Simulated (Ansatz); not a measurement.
# Ni wire along [100], 13 atoms a period: bands along the axis, part 2 of 2

Aim: is the Ni wire along [100], 13 atoms a period a metal or a semiconductor?

Ansatz 0.2.0; DFT PBE, plane waves, PAW; relaxation of a wire's period; PAW set soft_1 (the session's first sound run).

So far: Set-up; Relaxing the period.

## Step 2: Relaxing the period (continued)

Step by step:

```
step  energy less that of the first step (eV)  largest force component (eV/Å)  pressure (GPa)  volume (Å³)
   1                                   0.0000                          1.4323           -2.78       674.24
   2                                  -0.7045                          0.7626           -1.43       659.62
   3                                  -0.9054                          0.5085            0.69       637.14
   4                                  -0.9552                          0.0137           -0.04       641.13
   5                                  -0.9579                          0.0271           -0.01       637.91
   6                                  -0.9611                          0.0041           -0.01       633.06
  7*                                  -0.9529                          0.0042            0.00       633.06
```

Relaxation steps marked * repeat the geometry before them on a plane-wave basis chosen anew for their cell, so energy and pressure can jump there.

Forces are held to the 16 operations that the run works with; a distortion that breaks them can't arise in this run.

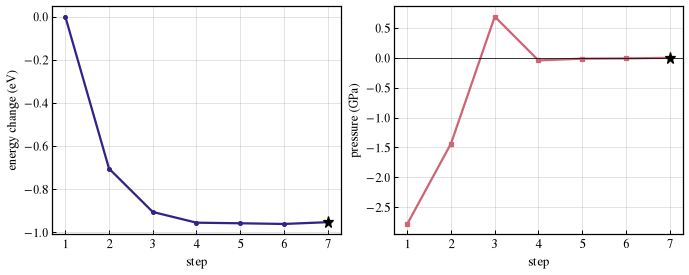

Energy and pressure along the relaxation. Stars mark steps on a basis chosen anew.

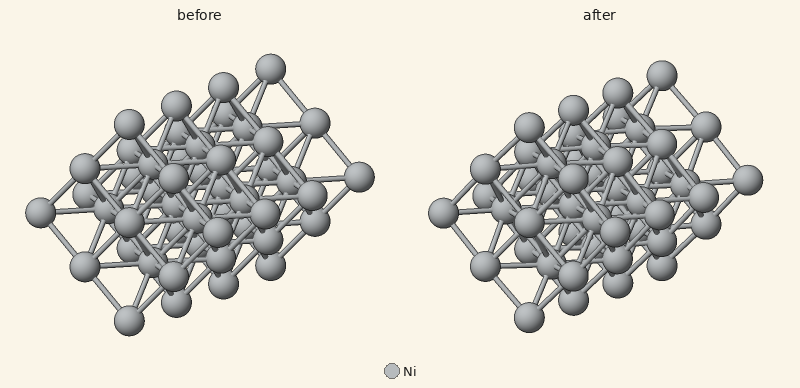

Before and after, at one scale.

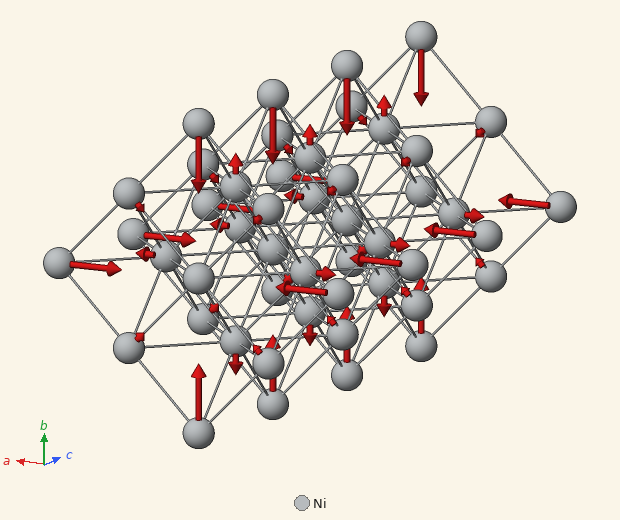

Displacements in the relaxation, exaggerated, measured against the changing cell; the longest in the cell stands for 0.11 Å. 1×1×3 cells are drawn. Some periodic images of atoms are drawn too.

```
cell as run  before  after  change
      c (Å)   3.520  3.305  -6.1 %
```

The atoms that moved most (Å, along periodic axes as changes of fractional coordinates times the final cell, across vacuum about the mean position):

```
atom      dx      dy     dz  length
 Ni1   0.115   0.000  0.000   0.115
 Ni4   0.000   0.115  0.000   0.115
 Ni9  -0.115   0.000  0.000   0.115
 Ni6   0.000  -0.115  0.000   0.115
Ni12   0.000   0.043  0.000   0.043
Ni13   0.043   0.000  0.000   0.043
Ni10  -0.043   0.000  0.000   0.043
Ni11   0.000  -0.043  0.000   0.043
```

This step gave:

* energy at zero smearing: -75903.3990 eV
* total moment: 10.15 μB
* absolute moment: 11.21 μB
* cell length along the wire: 3.305 Å

Site moment by atom:

```
atom  site moment (μB)
 Ni1             0.799
 Ni2             0.845
 Ni3             0.845
 Ni4             0.799
 Ni5             0.767
 Ni6             0.799
 Ni7             0.845
 Ni8             0.845
 Ni9             0.799
Ni10             0.700
Ni11             0.700
Ni12             0.700
Ni13             0.700
```

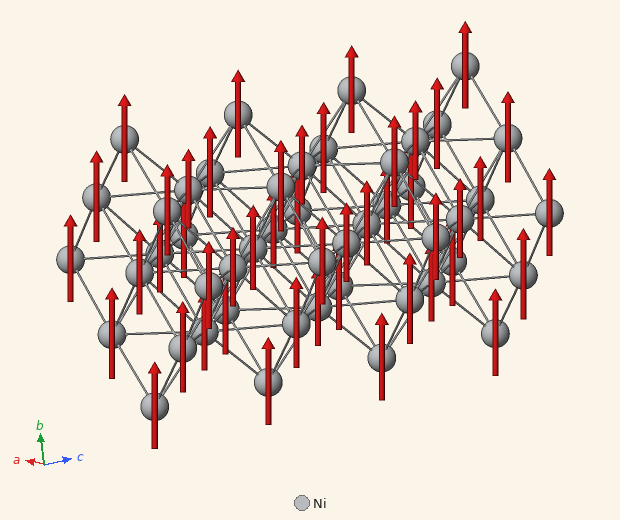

Site moment as arrows, the longest 0.845 μB. Up and down stand for the sign. Arrows give size and sign along the axis of quantisation, drawn up and down the page. 1×1×3 cells are drawn. Some periodic images of atoms are drawn too.

The cell's length comes to 3.305 Å with an absolute moment of 11.21 μB a cell.

## Step 3: Bands of the perfect wire

This step: DFT PBE, plane waves, PAW; bands of a perfect wire; PAW set soft_1 (Ansatz 0.2.0).

At the relaxed period the bands are computed along the axis; those that cross an energy going forward count the channels that a perfect wire would open there.

Contents of input.yaml:

```yaml
crystal:
  lattice:
    - [13.84, 0.0, 0.0]
    - [0.0, 13.84, 0.0]
    - [0.0, 0.0, 3.30499697]
  atoms:
    - { symbol: Ni, position: [0.253952385, 0.5, 0.0], spin: 0.8 }
    - { symbol: Ni, position: [0.374016701, 0.374016701, 0.0], spin: 0.84 }
    - { symbol: Ni, position: [0.374016701, 0.625983299, 0.0], spin: 0.84 }
    - { symbol: Ni, position: [0.5, 0.253952385, 0.0], spin: 0.8 }
    - { symbol: Ni, position: [0.5, 0.5, 0.0], spin: 0.77 }
    - { symbol: Ni, position: [0.5, 0.746047615, 0.0], spin: 0.8 }
    - { symbol: Ni, position: [0.625983299, 0.374016701, 0.0], spin: 0.84 }
    - { symbol: Ni, position: [0.625983299, 0.625983299, 0.0], spin: 0.84 }
    - { symbol: Ni, position: [0.746047615, 0.5, 0.0], spin: 0.8 }
    - { symbol: Ni, position: [0.369741369, 0.5, 0.5], spin: 0.7 }
    - { symbol: Ni, position: [0.5, 0.369741369, 0.5], spin: 0.7 }
    - { symbol: Ni, position: [0.5, 0.630258631, 0.5], spin: 0.7 }
    - { symbol: Ni, position: [0.630258631, 0.5, 0.5], spin: 0.7 }
magnetization:
  spin_polarized: true
kpoints:
  mp_grid: { grid: [1, 1, 25] }
  band_path: { path: ["Γ", Z], npoints: 90 }
scf:
  occupations: { method: fermi_dirac, width: 0.05 }
hamiltonian:
  xc: pbe
  pseudopotentials: { kind: paw, azcp: { folder: soft_1 } }
output:
  dos: { e_range: [-5, 4] }
  write_potential: true
  write_density: true
  volumetric_format: npy
```

On the command line:

```bash
$ ansatz run input.yaml --threads 4 --pin off --max-ram 16384MiB --backend cpu --events-out ev --progress --plain --runs-dir out
```

Numbers of over 12 decimals in the logs are rounded to 6 here.

Output:

```text
[...]
Crystal: 13 atoms, lattice volume = 633.058 Å³
Basis set: ecut = 420 eV, 12423 PW (Γ)
Bands: 147, of which v1, the nominal top of the filled ones, is band 117 counted from 1 (116 counted from 0)
Symmetry: 16 space group operations
[...]
k-points: 13 of 25
[...]
Starting moments: Σ|m| = 10.13 μB on 13 of 13 sites
[...]
SCF iter   1: F=—  HF=-75891.748180 eV  |F-HF|=—  |Δ(HF+E_count)|=         —  Δρ=2.58e-2 (↑2.58e-2 ↓2.14e-2)  dr2=2.95e1  dr2_m=1.96e0  M=11.605 μB ∫|m|=12.017 μB  β_m=0.30  ethr=3.10e-3  ⟨swp⟩=8.7  Hψ=18926  notcnv=0  defer=162
[...]
SCF iter  16: F=-75903.498840 eV  HF=-75903.498840 eV  |F-HF|=1.13e-8  |Δ(HF+E_count)|=   5.43e-9  Δρ=1.14e-6 (↑4.67e-7 ↓1.14e-6)  dr2=1.22e-8  dr2_m=1.06e-9  M=10.161 μB ∫|m|=11.202 μB  ethr=4.08e-12  ⟨swp⟩=14.0  Hψ=18513  notcnv=0
SCF 1 converged in 16 iterations: F = -75903.498840 eV  dr2 = 1.22e-8
[...]
WARN: The output density's exchange-correlation potential varies sharply where the density is thin. Do not read a vacuum level from v_tot or v_xc, or from such a field of the output density. On a cell that repeats whose density bears no net charge and no dipole along the vacuum's axis use v_es (v_loc + v_h of the components); under efield.dipole_correction with no amplitude use v_es + v_field, which holds any externa [...]
NSCF: frozen V_eff on 91 k-points
SCF converged after 16 iterations
Magnetization: 10.1607 μB (122.0804 up, 111.9196 down)
Absolute magnetization: 11.2138 μB (∫|ρ↑−ρ↓|, with the PAW one-centre terms)
[...]
Per-site moments (μB) at R_I (Å): [(0.799616, 0.949541), (0.845263, 0.991239), (0.845263, 0.991239), (0.799616, 0.949541), (0.767361, 1.008794), (0.799616, 0.949541), (0.845263, 0.991239), (0.845263, 0.991239), (0.799616, 0.949541), (0.699921, 0.949541), (0.699921, 0.949541), (0.699921, 0.949541), (0.699921, 0.949541)]
Free energy (F): -75903.498840 eV
[...]
Internal energy: -75903.298855 eV  (E = F + TS)
E sigma→0 (E₀):  -75903.398847 eV
Entropy (-TS):   -0.199984 eV (-15.383 meV/atom)
Fermi energy:    0.914382 eV
[...]
--- Band table (eV; the first three rows and the last of 26) ---
  k-point 0 ↑: bands = [... 113 lower, 0.1792, 0.1792, 0.1895, 0.2094, 0.2589, 0.2848, 0.3030, 0.3314, ... 26 higher]
  k-point 1 ↑: bands = [... 113 lower, 0.1668, 0.1668, 0.1905, 0.1933, 0.2557, 0.3026, 0.3128, 0.3267, ... 26 higher]
  k-point 2 ↑: bands = [... 113 lower, 0.1401, 0.1599, 0.1672, 0.1908, 0.2473, 0.3133, 0.3413, 0.3427, ... 26 higher]
  k-point 12 ↓: bands = [... 113 lower, 1.0019, 1.0212, 1.0888, 1.1495, 1.1495, 1.2345, 1.4126, 1.4126, ... 26 higher]
```

Wall time 5.6 min (4 threads of Arm Neoverse V1, shared host); peak memory 7.1 GiB.

Numbers from this step:

```yaml
energy_at_zero_smearing: -75903.3988 eV
total_moment: 10.16 μB
band_gap: 0 eV
```

Between Γ and Z the bands cross the Fermi level 17 times, so a perfect wire would conduct at least 8.5 G₀, with an absolute moment of 11.21 μB a cell.

## Step 4: Outcome

- cell length, PBE: 3.305 Å
- absolute moment, PBE: 11.2 μB
- ballistic conductance by band crossings, a lower bound, PBE: 8.5 G₀

What this shows: Under PBE the cell's length is 3.30 Å, the absolute moment is 11.21 μB a cell, and the bands cross the Fermi level 17 times between Γ and Z, which gives a perfect wire at least 8.5 G₀ (opposite crossings within one step of the path cancel in such a count). In the perfect wire the moments were started parallel, and no opposed start was run. No search over magnetic orders was made; another may lie lower.

[Logs are printed without paths, hosts, clocks, repeated set-up lines and the standing remarks that a program may print on its own settings, such as how far it seeks lower states.]

[Hosts, paths, dates, database ids (printed as entryN), source tags and the programs' standing remarks are cut or masked in the printed files.]
